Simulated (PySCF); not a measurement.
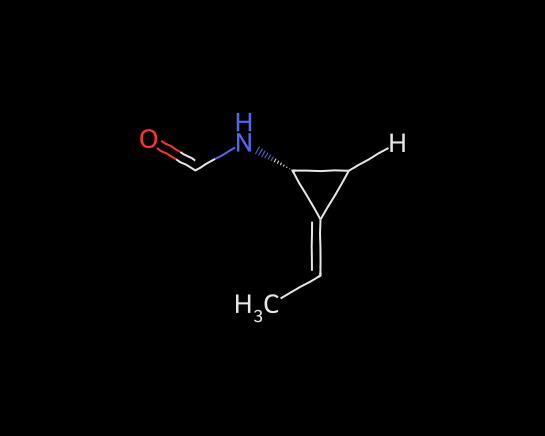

State: neutral, doublet. The geometry was computed by an optimisation with GFN2-xTB. No frequency run is at hand to confirm it as a minimum. Properties computed with UKS B3LYP, pcH-1 on C H N O, non-relativistic (PySCF 2.14.0).

### Estimate the isotropic g value.

2.00263.

### What is the ⟨S²⟩ of the determinant?

0.774.
